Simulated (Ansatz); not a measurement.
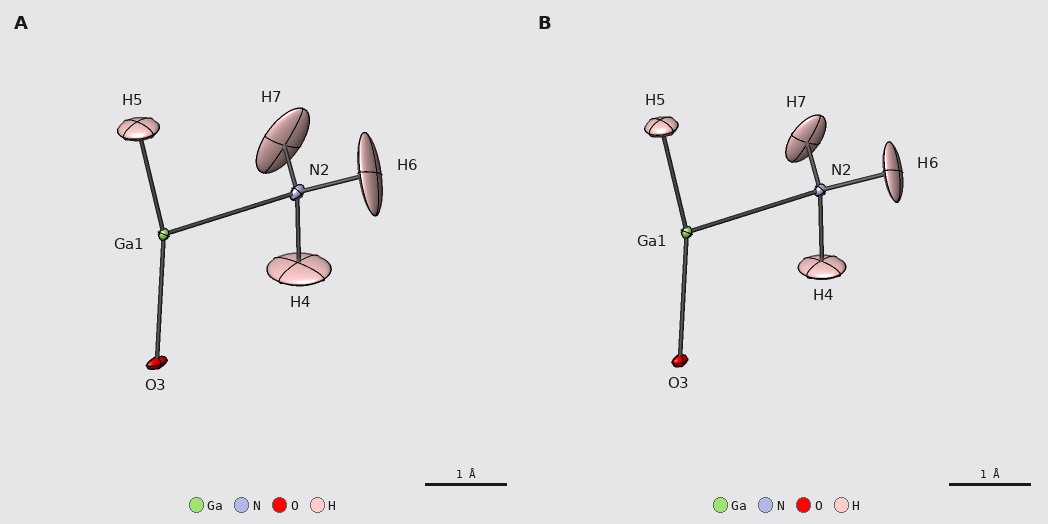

Displacement ellipsoids at the 50 % level, scaled by 0.7, from the internal vibrations of the free molecule (harmonic, no overall translation or rotation; no half-axis is drawn under 0.075 Å). Vibrations computed with RKS PBE0-D4/def2-TZVP (Ansatz 0.2.0). One panel is for 298 K, the other for 600 K.

Question: Which panel is for 600 K?

Answer: A.

Question: How much does the mean-square displacement of H6 grow, and why?

Answer: U_eq goes from 0.0550 to 0.0998 Å², a factor of 1.8. Modes below kT (417 cm⁻¹ at 600 K) grow about in proportion to T, and the lowest lies at 144 cm⁻¹; the mean-square amplitude of a mode is its zero-point value times coth(ħω/2kT), which comes close to 1 only above about 3kT.
